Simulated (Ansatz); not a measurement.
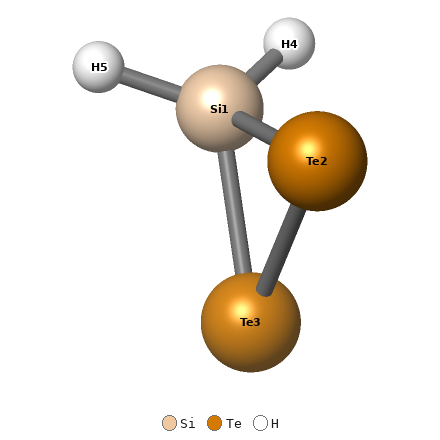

The system is H₂SiTe₂ (SMILES [SiH2]1[Te][Te]1) with the probe H2O; the picture shows it without the atoms that are moved over the map. The probe is moved over a plane parallel to the molecule's main plane, 3.34 Å above it. The first coordinate is: x of the probe's H atom; the second: y of the probe's H atom. Nothing is relaxed (molecule and probe rigid, the probe upright with H nearest the plane). Grid: 9 × 11 points. Points are written as (first, second). Energies are in kJ/mol, from molecule and probe far apart, each relaxed in its own basis (no counterpoise correction). Computed with RKS B3LYP-D4/def2-SVPD (Ansatz).

Range: x of the probe's H atom from −2.72 to 2.72 Å; y of the probe's H atom from −3.40 to 3.40 Å.

> Predict the map.

The lowest grid point is at (−1.36 Å, 0.68 Å), −12.0 kJ/mol from molecule and probe far apart, each relaxed in its own basis (no counterpoise correction). There is a further well near (1.36 Å, 0.68 Å) (1.1 kJ/mol above the lowest at that grid point). The highest grid point, (2.72 Å, −3.40 Å), lies 12.3 kJ/mol above the lowest. On the interpolated surface the easiest way out of the lowest well to the well at about (1.11 Å, 0.72 Å) passes a barrier of about 1.3 kJ/mol. Near the minimum the curvatures are about 0.043 and 0.065 eV/Å² along the soft and the stiff direction.

```
y of the probe's H atom ↓, x of the probe's H atom →  −2.72  −2.04  −1.36  −0.68   0.00   0.68   1.36  2.04  2.72
                                                3.40   −1.7   −2.1   −2.2   −2.2   −2.0   −1.8   −1.5  −1.0  −0.4
                                                2.72   −3.3   −4.1   −4.5   −4.4   −4.1   −3.9   −3.5  −2.7  −1.6
                                                2.04   −5.3   −6.8   −7.6   −7.4   −7.1   −6.9   −6.5  −5.3  −3.3
                                                1.36   −7.3   −9.6  −10.7  −10.3   −9.7   −9.7   −9.5  −7.9  −5.2
                                                0.68   −8.1  −10.8  −12.0  −11.5  −10.7  −10.9  −10.9  −9.2  −6.1
                                                0.00   −7.2   −9.6  −10.7  −10.1   −9.4   −9.6   −9.7  −8.3  −5.4
                                               −0.68   −5.2   −6.9   −7.7   −7.3   −6.8   −7.0   −7.0  −5.8  −3.7
                                               −1.36   −3.0   −4.2   −4.8   −4.7   −4.5   −4.5   −4.3  −3.3  −1.9
                                               −2.04   −1.4   −2.2   −2.9   −3.1   −3.2   −2.9   −2.5  −1.6  −0.7
                                               −2.72   −0.4   −0.9   −1.6   −2.2   −2.5   −2.1   −1.4  −0.6   0.0
                                               −3.40    0.2   −0.1   −0.7   −1.2   −1.5   −1.2   −0.6   0.0   0.4
```

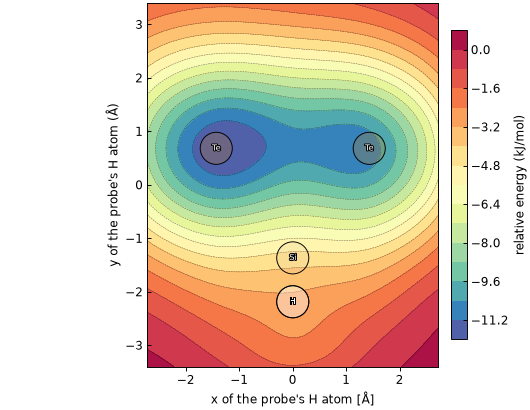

Drawn: filled contours, labelled circles for the molecule's atoms, projected on the plane. Between grid points the surface is interpolated.

Time for the 99 points that were run: 10 min on 1 thread of AMD EPYC 9R45 96-Core Processor (Zen 5) (shared host).
